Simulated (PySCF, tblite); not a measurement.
# C₅H₉Si radical: geometry, infrared bands and EPR parameters

Wanted: the infrared bands and EPR parameters of C₅H₉Si radical (`C[Si@H]1[CH]CC=C1`), by calculation.

Programs: tblite 0.8.0 and PySCF 2.14.0, with density-fitted response routines of our own. Each step states its level of theory. These are calculated values for one molecule in the gas phase, unless marked as measured. Atoms are numbered from 0 throughout.

## 1. Starting geometry

15 atoms, charge 0, multiplicity 2; geometry from: force field or distance geometry start.

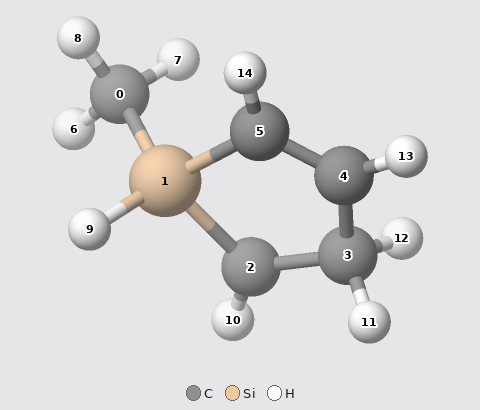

The starting geometry (carbon grey, silicon light orange, hydrogen white), atoms numbered.

## 2. Geometry optimisation with GFN2-xTB

The job: settings as JSON, then the geometry in Å.

```
{"job": {"kind": "relax", "xc": "GFN2-xTB", "basis": "xTB"}, "charge": 0, "multiplicity": 2}
C      2.271900     0.016600     0.367600
Si     0.755100    -0.096100    -0.691800
C     -0.499400    -1.285500    -0.034000
C     -1.777100    -0.557600     0.321500
C     -1.609600     0.910300     0.060500
C     -0.432600     1.315400    -0.449900
H      2.854100    -0.898200     0.320500
H      2.015400     0.201900     1.422600
H      2.915500     0.836800     0.044400
H      1.042000    -0.344000    -2.110900
H     -0.344700    -2.346500     0.031100
H     -2.615200    -0.963000    -0.256600
H     -2.003500    -0.719500     1.401100
H     -2.417900     1.599200     0.250800
H     -0.158300     2.338300    -0.698900
```

On the command line:

```console
OMP_NUM_THREADS=1 python probes_run.py task.json out
```

This one command runs all jobs of the session in turn.

Output:

```text
step      E/eV     max force
  0    -459.78375    1.395
  1    -459.84098    0.866
  2    -459.86007    0.547
  3    -459.87946    0.441
  4    -459.91494    0.398
  5    -459.92381    0.281
  6    -459.93025    0.173
  7    -459.93308    0.128
  8    -459.93522    0.132
  9    -459.93661    0.105
 10    -459.93778    0.081
 11    -459.93863    0.077
 12    -459.93938    0.081
 13    -459.94007    0.072
 14    -459.94068    0.067
 15    -459.94119    0.058
 16    -459.94171    0.066
 17    -459.94227    0.067
 18    -459.94272    0.056
 19    -459.94298    0.044
 20    -459.94313    0.038
 21    -459.94326    0.032
 22    -459.94342    0.036
 23    -459.94356    0.027
 24    -459.94366    0.027
 25    -459.94375    0.025
 26    -459.94388    0.038
 27    -459.94405    0.038
 28    -459.94421    0.036
 29    -459.94435    0.028
 30    -459.94447    0.033
 31    -459.94460    0.033
 32    -459.94475    0.038
 33    -459.94486    0.028
 34    -459.94493    0.019
 35    -459.94499    0.024
 36    -459.94506    0.022
 37    -459.94512    0.020
 38    -459.94517    0.017
 39    -459.94520    0.018
 40    -459.94523    0.019
 41    -459.94528    0.019
 42    -459.94534    0.021
 43    -459.94539    0.022
 44    -459.94544    0.022
 45    -459.94551    0.027
 46    -459.94561    0.035
 47    -459.94570    0.034
 48    -459.94577    0.019
 49    -459.94581    0.013
 50    -459.94583    0.015
 51    -459.94586    0.015
 52    -459.94589    0.012
 53    -459.94591    0.011
 54    -459.94593    0.012
 55    -459.94596    0.014
 56    -459.94598    0.014
 57    -459.94600    0.011
 58    -459.94602    0.012
 59    -459.94604    0.011
 60    -459.94606    0.014
 61    -459.94608    0.010
 62    -459.94609    0.005
```

Run time: 0.35 s. Hardware: 1 thread of Arm Neoverse V1, shared host; peak memory 0.18 GiB.

Relaxation path: (not every step is listed)

| step | energy from step 0 (eV) | largest force (eV/Å) |
| --- | --- | --- |
| 0 | 0.0000 | 1.3953 |
| 1 | -0.0572 | 0.8662 |
| 2 | -0.0763 | 0.5465 |
| 3 | -0.0957 | 0.4406 |
| 4 | -0.1312 | 0.3981 |
| 5 | -0.1401 | 0.2815 |
| 6 | -0.1465 | 0.1730 |
| 7 | -0.1493 | 0.1282 |
| 8 | -0.1515 | 0.1323 |
| 12 | -0.1556 | 0.0807 |
| 16 | -0.1580 | 0.0656 |
| 20 | -0.1594 | 0.0383 |
| 24 | -0.1599 | 0.0267 |
| 28 | -0.1605 | 0.0360 |
| 32 | -0.1610 | 0.0381 |
| 36 | -0.1613 | 0.0221 |
| 40 | -0.1615 | 0.0193 |
| 44 | -0.1617 | 0.0222 |
| 48 | -0.1620 | 0.0189 |
| 52 | -0.1621 | 0.0124 |
| 56 | -0.1622 | 0.0138 |
| 57 | -0.1623 | 0.0112 |
| 58 | -0.1623 | 0.0122 |
| 59 | -0.1623 | 0.0114 |
| 60 | -0.1623 | 0.0136 |
| 61 | -0.1623 | 0.0100 |
| 62 | -0.1623 | 0.0051 |

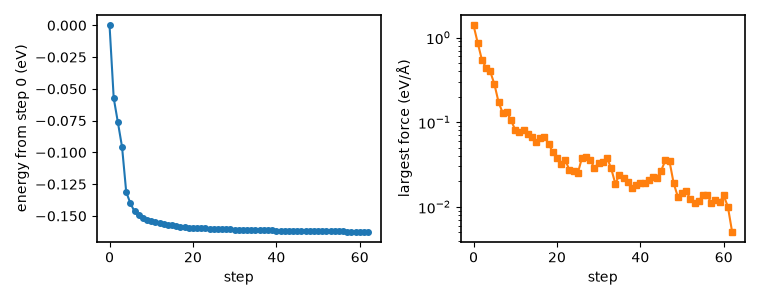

Energy and force, step by step.

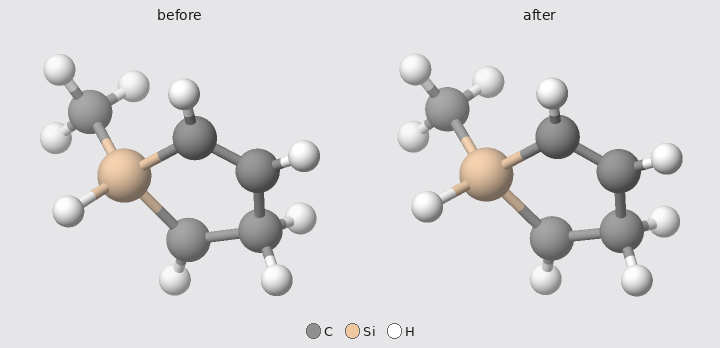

The geometry before (left) and after (right).

Distances of close pairs at the start and the end, largest changes first:

```
  bond  before (Å)  after (Å)  change (Å)
C0–Si1       1.854      1.905      +0.051
 C2–C3       1.513      1.481      -0.032
Si1–C5       1.861      1.884      +0.023
 C4–C5       1.345      1.327      -0.018
C3–H12       1.115      1.099      -0.016
 C0–H7       1.101      1.086      -0.016
C5–H14       1.088      1.078      -0.010
Si1–H9       1.469      1.476      +0.008
```

The end geometry stands in the next job.

## 3. Vibrational analysis with GFN2-xTB

The job: settings as JSON, then the geometry in Å.

```
{"job": {"kind": "ir", "xc": "GFN2-xTB", "basis": "xTB"}, "charge": 0, "multiplicity": 2}
C      2.361088     0.018226     0.357538
Si     0.757764    -0.105785    -0.663553
C     -0.527849    -1.266365    -0.008034
C     -1.793661    -0.562704     0.299722
C     -1.621050     0.903047     0.036761
C     -0.449020     1.320809    -0.425648
H      2.925131    -0.906787     0.294350
H      2.159915     0.215882     1.405904
H      2.994563     0.815870    -0.017354
H      1.125025    -0.314890    -2.078259
H     -0.488049    -2.332421     0.138755
H     -2.620144    -0.959742    -0.307254
H     -2.097527    -0.731287     1.342389
H     -2.463802     1.551872     0.238674
H     -0.266798     2.362263    -0.635903
```

Output:

```text
mode    cm-1     km/mol
  1     106.3      0.82
  2     107.7      0.06
  3     143.3      0.70
  4     223.0     18.06
  5     339.7      3.38
  6     436.5     13.76
  7     458.3     29.92
  8     555.7     67.75
  9     644.3     32.92
 10     647.1     36.51
 11     686.6     25.12
 12     712.1     95.82
 13     771.9      1.76
 14     808.1     23.53
 15     844.2    147.45
 16     854.4    123.35
 17     868.5      8.04
 18     917.6      0.04
 19     950.4     19.45
 20    1064.7      1.39
 21    1077.4      0.19
 22    1112.0      5.32
 23    1228.5      0.20
 24    1287.9      0.04
 25    1313.5      1.67
 26    1362.0      2.42
 27    1417.3     18.93
 28    1487.7      0.25
 29    1491.3      0.26
 30    1648.0     33.75
 31    2127.5    360.35
 32    2840.5     24.26
 33    2888.3     47.56
 34    3037.0     73.24
 35    3043.2     16.05
 36    3045.4     32.05
 37    3048.1     27.17
 38    3089.2     56.83
 39    3094.6     53.13
```

It took 0.44 s on 1 thread of Arm Neoverse V1, shared host; peak memory 0.18 GiB.

The strongest bands and the atoms that carry them (share of the mass-weighted mode):

```csv
cm⁻¹,km/mol,atoms
556,67.8,H9 87 %
712,95.8,"C0 27 %, Si1 18 %, C5 13 %, C2 13 %"
844,147.4,"H6 27 %, Si1 18 %, C5 12 %, H7 12 %"
854,123.3,"Si1 24 %, C2 19 %, H8 19 %, H7 10 %"
2128,360.4,H9 97 %
3037,73.2,H13 90 %
3089,56.8,H14 89 %
3095,53.1,H10 92 %
```

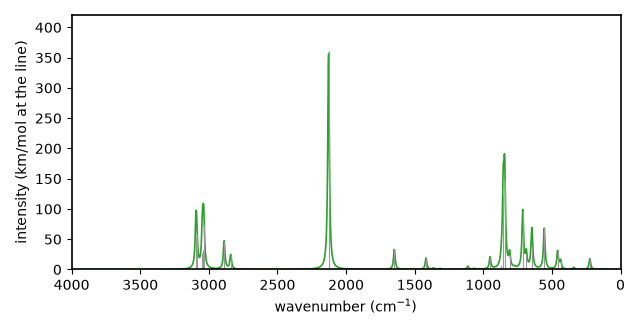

The infrared spectrum from these modes, unscaled. Lines are broadened to a width of 14 cm⁻¹ (Lorentzian).

## 4. EPR parameters: B3LYP/pcH-1

Settings changed since step 3:

```diff
@@ -1,2 +1,2 @@
-{"job": {"kind": "ir", "xc": "GFN2-xTB", "basis": "xTB"}, "charge": 0, "multiplicity": 2}
+{"job": {"kind": "epr", "basis": "pcH-1"}, "charge": 0, "multiplicity": 2}
 C      2.361088     0.018226     0.357538
```

Level: UKS B3LYP, pcH-1 on C H Si, non-relativistic, mean-field spin-orbit, GIAO.

Output:

```text
UKS, coarse grid
  cycle   1  E = -485.33685192  |g| = 3.89e-01
  cycle   2  E = -485.29858787  |g| = 4.70e-01
  cycle   3  E = -485.41352809  |g| = 4.81e-02
  cycle   4  E = -485.41389663  |g| = 4.13e-02
  cycle   5  E = -485.41476155  |g| = 7.48e-03
  cycle   6  E = -485.41479153  |g| = 2.11e-03
  cycle   7  E = -485.41479429  |g| = 1.15e-03
  cycle   8  E = -485.41479505  |g| = 3.44e-04
UKS, final grid
  cycle   1  E = -485.41478308  |g| = 3.91e-04
  cycle   2  E = -485.41478302  |g| = 5.34e-04
  cycle   3  E = -485.41478317  |g| = 7.16e-05
  cycle   4  E = -485.41478318  |g| = 3.23e-05
  cycle   5  E = -485.41478318  |g| = 2.20e-05
E = -485.41478318 Eh   <S^2> = 0.7536 (exact 0.7500)
g shifts (ppm)      1          2          3
  rmc          -127       -127       -127
  gc              2         30         21
  oz_so          23        401        761
  total        -102        304        656
hyperfine (MHz)  atom isotope    a_iso     a_fc   dipolar eigenvalues
    0   13C      28.21      28.21     -2.74     -2.50      5.23
    1  29Si      44.50      44.57     -2.34     -1.06      3.40
    2   13C      79.56      79.67    -75.37    -74.33    149.70
    3   13C     -29.82     -29.83     -2.61      0.79      1.82
    4   13C       1.43       1.43     -2.36      0.34      2.02
    5   13C      -3.21      -3.21     -1.96     -0.17      2.14
    6    1H      -1.71      -1.71     -2.38     -1.27      3.65
    7    1H      -1.68      -1.68     -3.05     -1.19      4.24
    8    1H       4.69       4.69     -1.93     -1.07      3.00
    9    1H      56.06      56.06     -3.31     -1.70      5.01
   10    1H     -56.70     -56.71    -36.09     -0.55     36.63
   11    1H     101.06     101.06     -5.34     -3.30      8.64
   12    1H      92.60      92.59     -5.23     -3.57      8.79
   13    1H      -2.91      -2.91     -2.26     -1.48      3.74
   14    1H      -0.61      -0.61     -1.33     -1.00      2.33
```

Run time: 55 s. Hardware: 1 thread of Arm Neoverse V1, shared host; peak memory 0.97 GiB.

Principal g values 2.00222, 2.00262, 2.00297; g(iso) = 2.00261, against 2.00232 for a free electron.

Mean a(iso) over the nuclei that a row names, and the largest dipolar term of the row (other rows stand at the frozen geometry):

```
    nuclei  isotope  a(iso) (MHz)  a(iso) (G, at g = 2.0023)  largest dipolar term (MHz)
       H11       1H         101.1                       36.1                         8.6
       H12       1H          92.6                       33.0                         8.8
        C2      13C          79.6                       28.4                       149.7
       H10       1H         -56.7                      -20.2                        36.6
        H9       1H          56.1                       20.0                         5.0
       Si1     29Si          44.5                       15.9                         3.4
        C3      13C         -29.8                      -10.6                        -2.6
        C0      13C          28.2                       10.1                         5.2
        C5      13C          -3.2                       -1.1                         2.1
       H13       1H          -2.9                       -1.0                         3.7
        C4      13C           1.4                        0.5                        -2.4
       H14       1H          -0.6                       -0.2                         2.3
H6, H7, H8       1H           0.4                        0.2                         4.2
```

Mulliken spin populations:

C0 0.02; Si1 -0.01; C2 1.00; C3 -0.08; C4 0.02; C5 -0.01; H6 0.00; H7 0.00; H8 0.00; H9 0.03; H10 -0.04; H11 0.04; H12 0.04; H13 0.00; H14 0.00

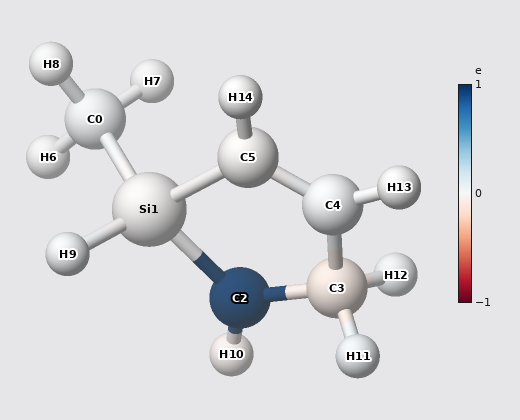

Mulliken spin populations, as colours on the atoms.

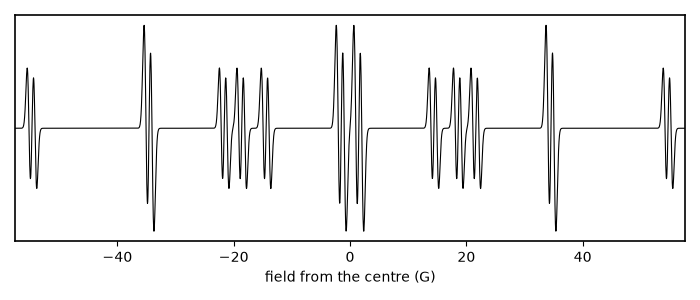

First-order isotropic spectrum (first derivative, main isotopes with spin only, couplings over 0.8 MHz, Gaussian width 0.3 G; couplings of the frozen geometry, rotation of groups not averaged beyond the rows shown).

Orbitals, density, ELF and potential are computed afterwards from the orbital file.

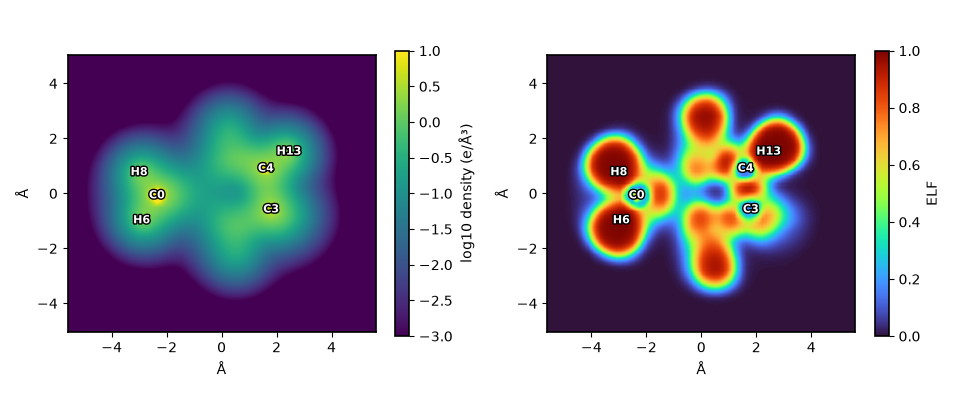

Density (left) and ELF (right) in a plane through or near 6 of the atoms.

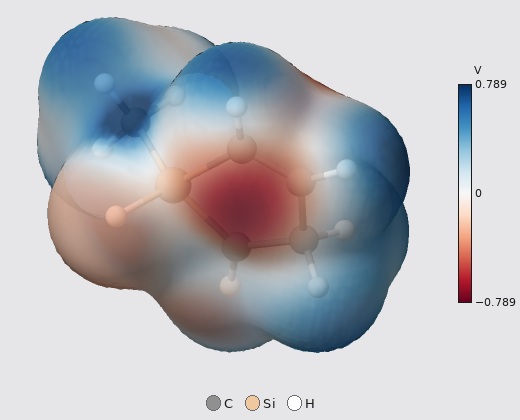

The potential that a unit positive charge feels on the 0.002 e/bohr³ surface, from -0.66 V near C5 to 0.79 V near H9.

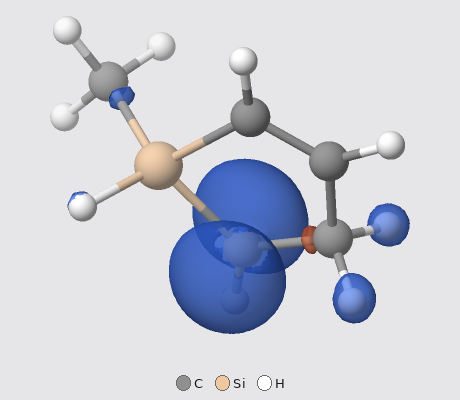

Spin density at ±0.04 e/Å³ (alpha excess blue, beta excess red).

## 5. Outcome

| quantity | value |
| --- | --- |
| strongest single infrared mode (GFN2-xTB) | 2128 cm⁻¹, 360 km/mol |
| zero-point energy (GFN2-xTB) | 74.0 kcal/mol |
| g(iso) (B3LYP) | 2.00261 |
| ⟨S²⟩ | 0.754 (exact 0.75) |
| largest a(iso) (averaged by class) | 1H on H11, 101.1 MHz |
| surface potential, least and greatest | -0.66 V and 0.79 V |

Over 62 steps the energy fell by 0.162 eV; of the close pairs, C0–Si1 changed most, 1.854 to 1.905 Å. No mode is imaginary among the 39: a minimum at this level. The strongest single mode, at 2128 cm⁻¹, moves mainly H9. GFN2-xTB is a fitted tight-binding method: band positions and strengths are rough. Its intensities can rank the bands wrongly. C2 carries the largest spin population, 1.00 e. The isotropic g lies 0.3 ppt above the free-electron value.
